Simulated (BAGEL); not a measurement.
# A workflow on BNH3Cl (SMILES NBCl)

We compute the energy (HF/6-31G*), then a single-point energy (NEVPT2(2,2)/6-31G*), then a single-point energy (CASPT2(2,2)/6-31G*) of BNH3Cl. 

Program for the calculation: BAGEL 1.2.2.

### Step 1. Starting point

The species is BNH3Cl (6 atoms), meant as a singlet with charge 0. SMILES: `NBCl`. The N1–B2 distance was set to 1.867 Å, away from the relaxed value.

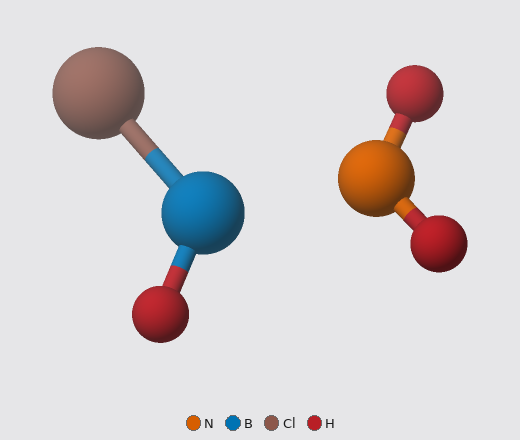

Viewed from a chosen angle; nitrogen orange, boron blue, chlorine brown, hydrogen red.

### Step 2. A single-point energy at HF/6-31G(d) (density fitting with svp-jkfit, spherical functions) (run 1)

The input, job.json:

```json
{ "bagel" : [

{
  "title" : "molecule",
  "basis" : "6-31gs.json",
  "df_basis" : "svp-jkfit",
  "angstrom" : "false",
  "geometry" : [
    { "atom" : "N", "xyz" : [ -1.25364431,  0.08519074, -1.99850821 ] },
    { "atom" : "B", "xyz" : [  0.69844278, -0.30027748,  0.91406053 ] },
    { "atom" : "Cl", "xyz" : [  1.00136587,  2.24745128,  3.05379742 ] },
    { "atom" : "H", "xyz" : [ -1.47323049, -1.31604118, -3.26197910 ] },
    { "atom" : "H", "xyz" : [ -2.16638203,  1.69580432, -2.43352316 ] },
    { "atom" : "H", "xyz" : [  1.75517762, -2.23346731,  1.37401987 ] }
  ]
},
{
  "title" : "hf"
},
{
  "title" : "print",
  "file" : "orbitals.molden",
  "orbitals" : "true"
}

]}
```

The basis set 6-31G* is read from a file made from the Basis Set Exchange's data (not shown).

Launch:

```sh
$ BAGEL_NUM_THREADS=1 BAGEL job.json > job.out
```

Standard output:

```text
* using 1 threads per process

  ===============================================================
  ===============================================================

  *** Geometry ***

  { "atom" : "N", "xyz" : [     -1.253644,      0.085191,     -1.998508 ] },
  { "atom" : "B", "xyz" : [      0.698443,     -0.300277,      0.914061 ] },
  { "atom" : "Cl", "xyz" : [      1.001366,      2.247451,      3.053797 ] },
  { "atom" : "H", "xyz" : [     -1.473230,     -1.316041,     -3.261979 ] },
  { "atom" : "H", "xyz" : [     -2.166382,      1.695804,     -2.433523 ] },
  { "atom" : "H", "xyz" : [      1.755178,     -2.233467,      1.374020 ] },

  Number of auxiliary basis functions:      334

  Since a DF basis is specified, we compute 2- and 3-index integrals:
    o Being stored without compression. Storage requirement is 0.007 GB

  Number of basis functions:       52
  Number of electrons      :       32

    * METHOD: MOLECULE                             0.09

  *** RHF ***

  === Nuclear Repulsion ===
    77.4725051135

      * DIIS with orbital gradients will be used.

  === RHF iteration (6-31gs.json) ===
      0       -540.17291893          0.02800855           0.02
      1       -540.27352584          0.01947408           0.01
      2       -540.34854220          0.00231144           0.02
      3       -540.35043466          0.00040816           0.01
      4       -540.35053541          0.00015769           0.02
      5       -540.35055501          0.00005862           0.02
      6       -540.35055799          0.00002103           0.01
      7       -540.35055831          0.00000765           0.01
      8       -540.35055835          0.00000291           0.01
      9       -540.35055836          0.00000094           0.01
     10       -540.35055836          0.00000036           0.02
     11       -540.35055836          0.00000009           0.01
     12       -540.35055836          0.00000003           0.01
     13       -540.35055836          0.00000001           0.02
     14       -540.35055836          0.00000001           0.01
    * SCF iteration converged.

    * Permanent dipole moment:
           (    0.010169,     0.343682,     0.238801) a.u.

    * METHOD: HF                                   0.31

    * METHOD: PRINT                                0.01

  ===============================================================
```

It took 0.55 s on 1 thread of Arm Neoverse V1, shared host; peak memory 0.15 GiB.

### Step 3. The energy at NEVPT2(2,2)/6-31G(d) (density fitting with svp-jkfit, spherical functions) (run 2)

The input, nevpt2.json:

```json
{ "bagel": [

{
  "title": "molecule",
  "basis": "6-31gs.json",
  "df_basis": "svp-jkfit",
  "angstrom": "false",
  "geometry": [
    { "atom": "N", "xyz": [ -1.25364431,  0.08519074, -1.99850821 ] },
    { "atom": "B", "xyz": [  0.69844278, -0.30027748,  0.91406053 ] },
    { "atom": "Cl", "xyz": [  1.00136587,  2.24745128,  3.05379742 ] },
    { "atom": "H", "xyz": [ -1.47323049, -1.31604118, -3.26197910 ] },
    { "atom": "H", "xyz": [ -2.16638203,  1.69580432, -2.43352316 ] },
    { "atom": "H", "xyz": [  1.75517762, -2.23346731,  1.37401987 ] }
  ]
},
{
  "title": "hf"
},
{
  "title": "nevpt2",
  "nstate": 1,
  "nact": 2,
  "nclosed": 15,
  "nspin": 0,
  "active": [13, 18],
  "maxiter": 200,
  "natocc": "true",
  "ncore": 7
},
{
  "title": "print",
  "file": "orbitals.molden",
  "orbitals": "true"
}

]}
```

The basis set 6-31G* is read from a file made from the Basis Set Exchange's data (not shown).

Launch:

```sh
$ BAGEL_NUM_THREADS=1 BAGEL nevpt2.json > nevpt2.out
```

Standard output:

```text
* using 1 threads per process

  ===============================================================
  ===============================================================

  *** Geometry ***

  { "atom" : "N", "xyz" : [     -1.253644,      0.085191,     -1.998508 ] },
  { "atom" : "B", "xyz" : [      0.698443,     -0.300277,      0.914061 ] },
  { "atom" : "Cl", "xyz" : [      1.001366,      2.247451,      3.053797 ] },
  { "atom" : "H", "xyz" : [     -1.473230,     -1.316041,     -3.261979 ] },
  { "atom" : "H", "xyz" : [     -2.166382,      1.695804,     -2.433523 ] },
  { "atom" : "H", "xyz" : [      1.755178,     -2.233467,      1.374020 ] },

  Number of auxiliary basis functions:      334

[... 21 lines left out ...]
    * SCF iteration converged.
[... 1 line left out ...]
    * Permanent dipole moment:
[... 28 lines left out ...]
    * Second-order optimization converged. *

     guess   0:   closed 1.                   open ..

  === FCI iteration ===

      0  0      -540.34989888     8.54e-02      0.00
      1  0      -540.37285740     4.39e-03      0.00
      2  0 *    -540.37295571     5.22e-16      0.00

     * ci vector, state   0, <S^2> = 0.0000
       2.     0.9909936493
       .2    -0.1339088761

  === DF-NEVPT2 calculation ===

    * 3-index integral transformation done
    * assembly done

      NEVPT2 correlation energy:   -0.3478809630      0.04

          (+0)     -0.2647024709
          (+0)'    -0.0351650752
          (+1)     -0.0086149230
          (+1)'    -0.0000000000
          (+2)     -0.0003912229
          (-1)     -0.0338486050
          (-1)'     0.0000000000
          (-2)     -0.0051586659

      NEVPT2 total energy:       -540.7208366708

    * METHOD: NEVPT2                               1.35

    * METHOD: PRINT                                0.01

  ===============================================================
```

Wall time 1.9 s (1 thread of Arm Neoverse V1, shared host); peak memory 0.15 GiB.

### Step 4. The energy at CASPT2(2,2)/6-31G(d) (density fitting with svp-jkfit, spherical functions) (run 3)

The input, job.json:

```json
{ "bagel": [

{
  "title": "molecule",
  "basis": "6-31gs.json",
  "df_basis": "svp-jkfit",
  "angstrom": false,
  "geometry": [
    { "atom": "N", "xyz": [ -1.25364431,  0.08519074, -1.99850821 ] },
    { "atom": "B", "xyz": [  0.69844278, -0.30027748,  0.91406053 ] },
    { "atom": "Cl", "xyz": [  1.00136587,  2.24745128,  3.05379742 ] },
    { "atom": "H", "xyz": [ -1.47323049, -1.31604118, -3.26197910 ] },
    { "atom": "H", "xyz": [ -2.16638203,  1.69580432, -2.43352316 ] },
    { "atom": "H", "xyz": [  1.75517762, -2.23346731,  1.37401987 ] }
  ]
},
{
  "title": "hf"
},
{
  "title": "casscf",
  "nstate": 1,
  "nact": 2,
  "nclosed": 15,
  "active": [13, 18],
  "maxiter": 200,
  "natocc": true
},
{
  "title": "print",
  "file": "orbitals.molden",
  "orbitals": true
},
{
  "title": "smith",
  "method": "caspt2",
  "ms": true,
  "xms": true,
  "sssr": true,
  "shift": 0.2,
  "shift_imag": true,
  "ncore": 7
}

]}
```

The basis set 6-31G* is read from a file made from the Basis Set Exchange's data (not shown).

Launch:

```sh
$ BAGEL_NUM_THREADS=1 BAGEL job.json > job.out
```

Standard output:

```text
* using 1 threads per process

  ===============================================================
  ===============================================================

  *** Geometry ***

  { "atom" : "N", "xyz" : [     -1.253644,      0.085191,     -1.998508 ] },
  { "atom" : "B", "xyz" : [      0.698443,     -0.300277,      0.914061 ] },
  { "atom" : "Cl", "xyz" : [      1.001366,      2.247451,      3.053797 ] },
  { "atom" : "H", "xyz" : [     -1.473230,     -1.316041,     -3.261979 ] },
  { "atom" : "H", "xyz" : [     -2.166382,      1.695804,     -2.433523 ] },
  { "atom" : "H", "xyz" : [      1.755178,     -2.233467,      1.374020 ] },

  Number of auxiliary basis functions:      334

[... 21 lines left out ...]
    * SCF iteration converged.
[... 1 line left out ...]
    * Permanent dipole moment:
[... 27 lines left out ...]
    * Second-order optimization converged. *
[... 9 lines left out ...]
     * ci vector, state   0, <S^2> = 0.0000
[... 16 lines left out ...]
    * Zeroth order energy : state  0       -1.0998187068
[... 4 lines left out ...]
       #      aibj      arbs      arbi      airj      risj      airs      arst      rist         Etot      error   time
[... 2 lines left out ...]
       0  -0.26485  -0.00614  -0.03413  -0.00962  -0.00057  -0.03037  -0.00000  -0.00000   -0.3456737  0.0030782   0.02
       1  -0.26517  -0.00620  -0.03434  -0.00987  -0.00063  -0.03126  -0.00000  -0.00000   -0.3474644  0.0005184   0.02
       2  -0.26521  -0.00620  -0.03431  -0.00989  -0.00063  -0.03130  -0.00000  -0.00000   -0.3475407  0.0001058   0.02
       3  -0.26521  -0.00620  -0.03430  -0.00988  -0.00064  -0.03132  -0.00000  -0.00000   -0.3475430  0.0000201   0.02
       4  -0.26521  -0.00620  -0.03430  -0.00988  -0.00064  -0.03132   0.00000  -0.00000   -0.3475431  0.0000044   0.02
       5  -0.26521  -0.00620  -0.03430  -0.00988  -0.00064  -0.03132  -0.00000  -0.00000   -0.3475431  0.0000008   0.02

      ------------------------------------------------------------------------------------------------------------------

    * CASPT2 energy : state  0     -540.7224758384
        w/o shift correction       -540.7204987960
        reference weight              0.8897017740

    * METHOD: SMITH                                0.18

  ===============================================================
```

Wall time 2 s (1 thread of Arm Neoverse V1, shared host); peak memory 0.15 GiB.

### Step 5. Results

```
                               quantity          value
         run 1, HF/6-31G*: total energy  -540.35056 Eh
        run 1, HF/6-31G*: dipole moment         1.06 D
          run 1, HF/6-31G*: HOMO energy      -10.19 eV
          run 1, HF/6-31G*: LUMO energy        2.72 eV
        run 1, HF/6-31G*: HOMO–LUMO gap       12.91 eV
run 2, NEVPT2(2,2)/6-31G*: total energy  -540.72084 Eh
run 3, CASPT2(2,2)/6-31G*: total energy  -540.72248 Eh
```
